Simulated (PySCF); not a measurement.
The calculation's input:

```
{"job": {"kind": "nmr", "xc": "PBE0", "basis": "pcSseg-1", "pop": false}, "charge": 1, "multiplicity": 1}
F     -1.392200     0.440300    -0.428600
P      0.009300    -0.021700    -0.021000
F      0.720400    -0.299400    -1.298500
F      0.552000     1.091800     0.853300
F      0.114300    -1.193500     0.888100
```

Run with:

```sh
OMP_NUM_THREADS=1 python probes_run.py task.json out
```

Geometry: GFN2-xTB, MD frame at 250 fs, 600 K.

Level of theory: PBE0/pcSseg-1, SCF density, gas phase, non-relativistic (PySCF).

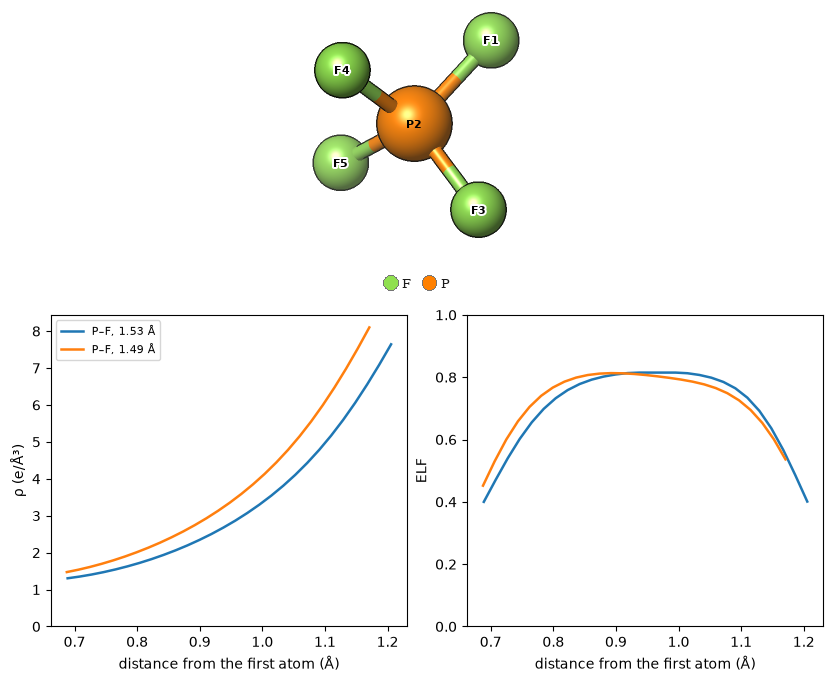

F4P (SMILES F[P+](F)(F)F) (charge +1). Total electron density and electron localisation function along straight lines between neighbouring atoms. The curves leave out the atomic cores. The structure is drawn too.

Compare the contacts.

P–F (1.53 Å): ρ at the midpoint is about 1.5 e/Å³; the ELF peaks at about 0.80 between the atoms: a polar covalent bond.
P–F (1.49 Å): ρ is about 1.7 e/Å³ halfway; the ELF peaks at about 0.80 between the atoms: a short, strongly polar bond.
